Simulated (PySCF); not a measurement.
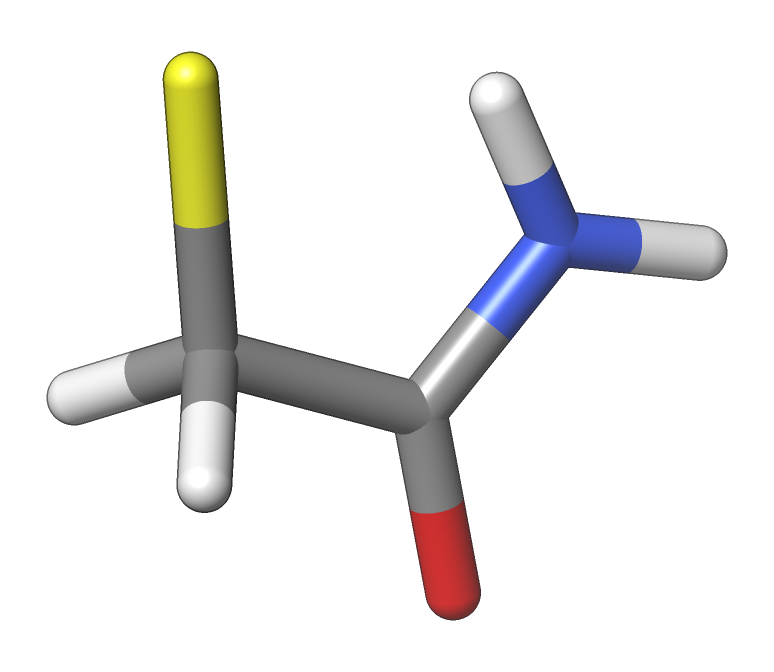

Every bond is drawn as one stick, whatever its order. Colours: nitrogen blue, carbon grey, oxygen red, sulfur yellow, hydrogen white.

State: charge −1, singlet.

> What is the molecular formula?

C₂H₄NOS⁻, 9 atoms: 2 carbon, 4 hydrogen, 1 nitrogen, 1 oxygen and 1 sulfur.

> Write the SMILES.

NC(=O)C[S-]

> How many bonds of each kind are drawn?

2 N–H, 2 C–H, 1 C–N, 1 C–O, 1 C–C, 1 C–S.

> Name some functional groups or characteristic bonds that it holds.

Among them: amide.

The parts below concern this one geometry. Atoms keep their numbers from picture to picture. The computed structure is the end point of a PBE0-D3(BJ)/def2-SVP optimisation. No frequency run is at hand to confirm it as a minimum.

### Geometry

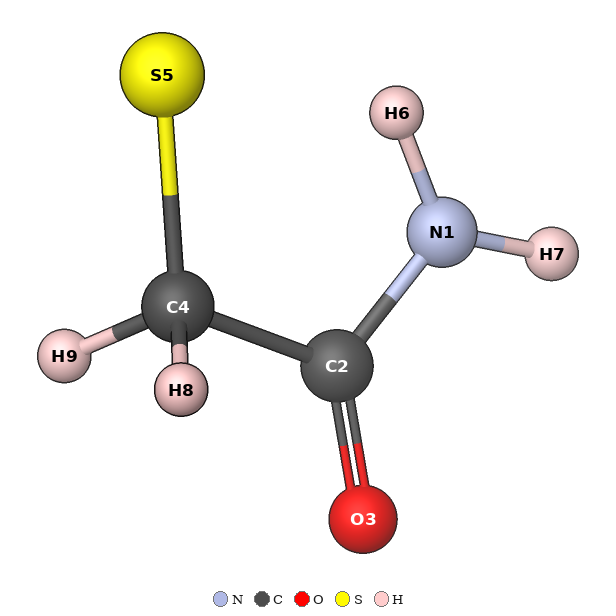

Numbered structure. No frequency run is at hand to confirm it as a minimum.

Give the bond lengths.

| bond | length (Å) | order |
| --- | --- | --- |
| N1–C2 | 1.343 | single |
| N1–H6 | 1.044 | single |
| N1–H7 | 1.009 | single |
| C2–O3 | 1.229 | double |
| C2–C4 | 1.533 | single |
| C4–S5 | 1.817 | single |
| C4–H8 | 1.109 | single |
| C4–H9 | 1.109 | single |

### Quadrupole coupling

No frequency run is at hand to confirm it as a minimum. Electric field gradients from the ground-state density, PBE0/pcSseg-1 (PySCF 2.14.0), non-relativistic apart from any core potentials.

Give the largest field-gradient component, the quadrupole coupling constant and the asymmetry for 14N at N1 (Q = 20.44 mb), 17O at O3 (Q = −25.6 mb), 33S at S5 (Q = −67.81 mb), 2H at H6 (Q = 2.86 mb), 2H at H7 (Q = 2.86 mb), 2H at H8 (Q = 2.86 mb).

| atom | V_zz (a.u.) | e²qQ/h (MHz) | η |
| --- | --- | --- | --- |
| N1 | −0.791 | −3.80 | 0.51 |
| O3 | −1.510 | 9.08 | 0.27 |
| S5 | 2.957 | −47.1 | 0.21 |
| H6 | 0.281 | 0.189 | 0.25 |
| H7 | 0.421 | 0.283 | 0.14 |
| H8 | 0.285 | 0.192 | 0.03 |

### Electronic properties

No frequency run is at hand to confirm it as a minimum. Method: B3LYP/def2-SVPD, gas phase (PySCF 2.14.0).

What does the calculation give?

- HOMO energy (Kohn–Sham orbital): −0.41 eV
- mean static polarisability: 76.8 bohr³

### NMR shielding

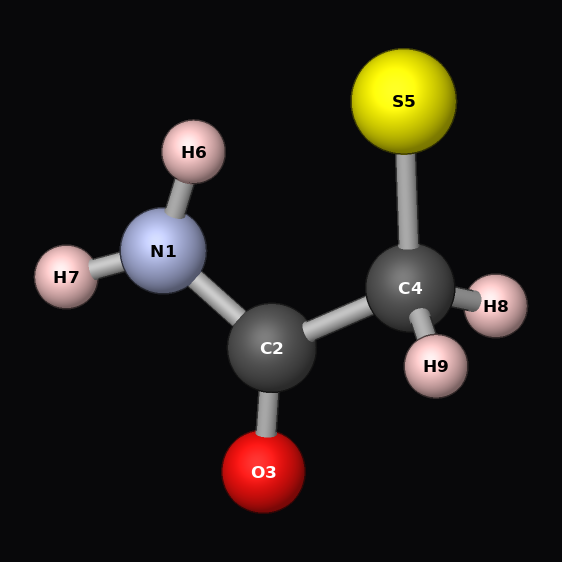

No frequency run is at hand to confirm it as a minimum. Method: GIAO PBE0/pcSseg-1 NMR shielding, non-relativistic, gas phase (PySCF 2.14.0). Principal shieldings σ11 ≤ σ22 ≤ σ33, span Ω = σ33 − σ11, skew κ = 3(σiso − σ22)/Ω.

Give the shielding tensors of the O atoms.

```csv
atom,σ11,σ22,σ33,σiso,Ω,κ
O3,−268.6,−156.0,357.8,−22.3,626.3,0.64
```

Shieldings and span in ppm.
